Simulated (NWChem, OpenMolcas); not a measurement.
# CH4F2OSi (SMILES C[Si](O)(F)F): methods side by side

CH4F2OSi has 9 atoms, charge 0, and is taken as a singlet. As SMILES, `C[Si](O)(F)F`. The coordinates come from a PBE0-D4/def2-TZVP relaxation. This is one conformer, not always the lowest.

Each level gives the HOMO–LUMO gap (eV). The values are calculated.

| level | kind | program | value (eV) | CPU time |
| --- | --- | --- | --- | --- |
| BLYP/cc-pVDZ | GGA | OpenMolcas | 7.96 | 59 s |
| PBE/cc-pVDZ | GGA | NWChem | 8.16 | 1.8 min |
| revPBE/cc-pVDZ | GGA | OpenMolcas | 8.17 | 56 s |
| M06-L/cc-pVDZ | meta-GGA | OpenMolcas | 9.33 | 72 s |
| TPSS/cc-pVDZ | meta-GGA | OpenMolcas | 8.54 | 78 s |
| B3LYP/cc-pVDZ | global hybrid | OpenMolcas | 10.29 | 60 s |
| PBE0/cc-pVDZ | global hybrid | OpenMolcas | 11.06 | 55 s |
| B2PLYP/cc-pVDZ | double hybrid | OpenMolcas | 13.73 | 42 s |

The values span 7.96 to 13.73 eV. Orbital gaps aren't excitation energies, and those of double hybrids come from the SCF part alone; they tend to grow with the share of exact exchange. CPU times are rough (shared hosts, several kinds of processor): they show what a rung costs within a factor of a few.

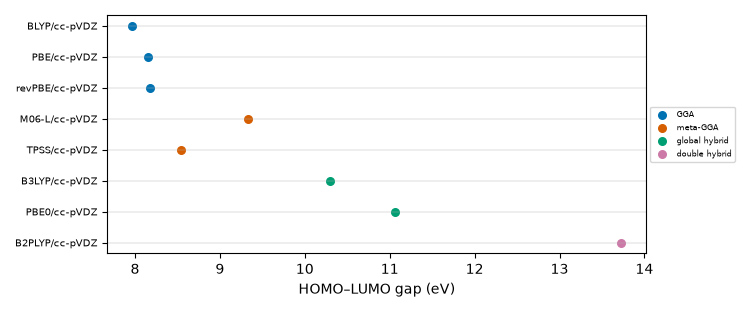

The values of the table, level by level.
